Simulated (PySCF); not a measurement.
# C2H6F2Se: what the fields show

The calculation's input:

```
{"job": {"kind": "uv", "xc": "CAM-B3LYP", "basis": "def2-SVPD", "ip": false, "nstates": 10}, "charge": 0, "multiplicity": 1}
Se    -0.611376    -0.829064     0.018846
F     -0.524636    -0.698427     1.874306
F     -0.545057    -0.750356    -1.839897
C      1.309559    -0.734398    -0.008634
H      1.689183    -1.758850    -0.111926
H      1.627915    -0.299277     0.944689
H      1.595073    -0.140097    -0.883612
C     -1.044431     1.044969     0.007871
H     -2.132631     1.131472     0.118501
H     -0.722211     1.447902    -0.958131
H     -0.543317     1.500627     0.868879
```

Launched as:

```sh
OMP_NUM_THREADS=1 python probes_run.py task.json out
```

Geometry: PBE0-D3(BJ)/def2-SVP.

All numbers below come from PySCF, CAM-B3LYP/def2-SVPD, SCF density, gas phase.

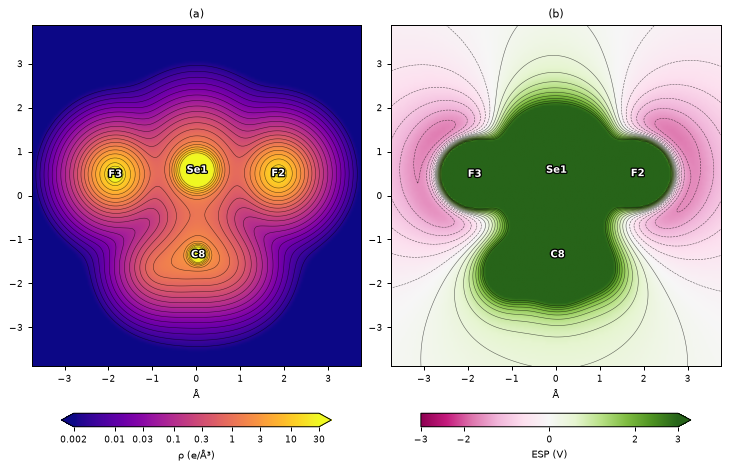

Figure 1. (a) total electron density; (b) electrostatic potential on the plane of atoms F3, Se1 and C8.

> Describe what can be read from this map.

- The section cuts through Se, F and C sites.
- Se–F (1.86 Å): ρ is about 0.81 e/Å³ halfway.
- C–Se (1.92 Å): ρ at the midpoint is about 1.1 e/Å³.
- Outside the dense part of the molecule the potential is most negative (−1.7 V) near F2 and F3.

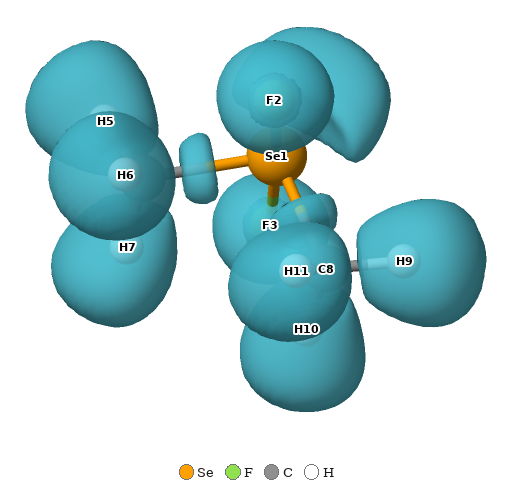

Figure 2. Isosurface of the electron localisation function at 0.75 (cyan), seen at an oblique angle. Only the valence region is drawn (cores and ρ < 0.01 e/Å³ removed).

> Describe the localisation domains.

The surface consists of two regions between bonded C–Se atoms (shared pairs), six regions around hydrogen nuclei, one lobe on Se, pointing away from the bonds (lone pairs) and two regions wrapped around F (its lone pairs, merged into a ring or cap).


Se–F (1.86 Å): the ELF peaks at about 0.85 in the valence shell of F, 0.6 Å from its nucleus, and is about 0.35 at the midpoint. C–Se (1.92 Å): the ELF peaks at about 0.90 between the atoms: a shared electron pair.

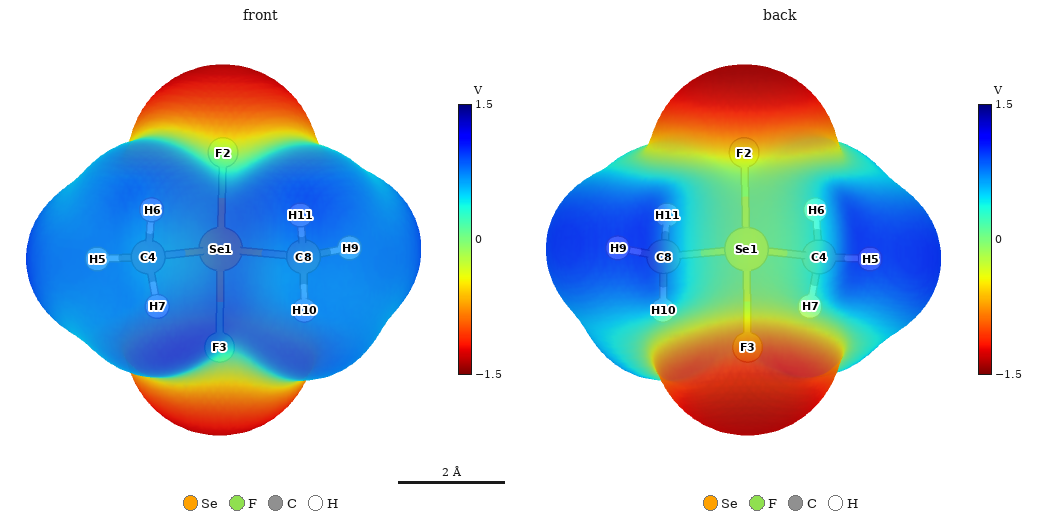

Figure 3. The electrostatic potential painted on the density surface at 0.001 e/bohr³, seen from the front and from behind; the colour scale runs from red (negative) to blue (positive).

> Describe the electrostatic potential map.

The most negative region (about −1.4 V) lies over F2 and F3, the most positive (about +1.0 V) over Se1, H5 and H9.

> How polar is the molecule by this calculation?

Its dipole moment is 1.91 D.
